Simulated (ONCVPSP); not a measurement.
**Pseudopotential generation for B**

- system: boron (B, Z = 5), core [He], reference valence 2s1 (an ion of charge +2), valence charge 3.
- method: ONCV potential, PBE, scalar-relativistic, made with ONCVPSP 4.0.1

The input:
```
# ATOM AND REFERENCE CONFIGURATION
# atsym  z   nc   nv     iexc    psfile
  B 5.00    1    1        4      upf
#
#   n    l    f
    1    0    2.00
    2    0    1.00
#
# PSEUDOPOTENTIAL AND OPTIMIZATION
# lmax
    1
#
#   l,   rc,      ep,       ncon, nbas, qcut
    0    1.45    0.00    4    8    4.30
    1    1.50    0.46    3    6    5.00
#
# LOCAL POTENTIAL
# lloc, lpopt,  rc(5),   dvloc0
    1    5    1.50    0.00
#
# VANDERBILT-KLEINMAN-BYLANDER PROJECTORs
# l, nproj, debl
    0    2    3.00
    1    0    1.00
#
# MODEL CORE CHARGE
# icmod, fcfact, rcfact
    0    0.00    0.00
#
# LOG DERIVATIVE ANALYSIS
# epsh1, epsh2, depsh
   -3.00    5.00    0.02
#
# OUTPUT GRID
# rlmax, drl
    6.00    0.01
#
# TEST CONFIGURATIONS
# ncnf
    4
# nvcnf
#   n    l    f
    2
    2    0    2.00
    2    1    1.00
#
    1
    2    0    2.00
#
    2
    2    0    2.00
    2    1    0.50
#
    2
    2    0    1.00
    2    1    1.00
#
```

Hardware: 1 CPU thread, shared host.

Launched with:
```bash
oncvpsp.x < B.dat > B.out
```

Log (extracts):
```
ONCVPSP  (Optimized Norm-Conservinng Vanderbilt PSeudopotential)
scalar-relativistic version 4.0.1

ONCVPSP  (Optimized Norm-Conservinng Vanderbilt PSeudopotential)
scalar-relativistic version 4.0.1 03/01/2019

While it is not required under the terms of the GNU GPL, it is
suggested that you cite D. R. Hamann, Phys. Rev. B 88, 085117 (2013)
in any publication utilizing these pseudopotentials.

test_data: rc < rc(lloc) for l = 0.  Not allowed.
ERROR: test_data found   1 ERROR; stopping
```

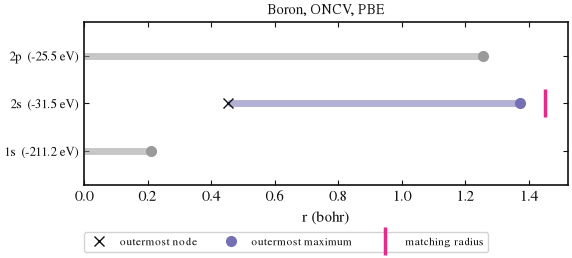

*Outer shells of the all-electron reference atom: each bar runs from the outermost node (or the nucleus) to the outermost maximum of u(r); the tick is the radius chosen for the pseudo-wave. Shells without a tick have no pseudo-wave of their own. Levels, nodes and maxima are from ld1.x, scalar-relativistic.*

- Radii against the shells: 2s: 1.45 bohr, outside the maximum.

Outcome:

- outcome: refused by the program

What went wrong:

The generator stopped with the message “test_data: rc < rc(lloc) for l = 0. Not allowed.”. In words: the input breaks a rule of the program: no channel may have a smaller radius than the local channel.
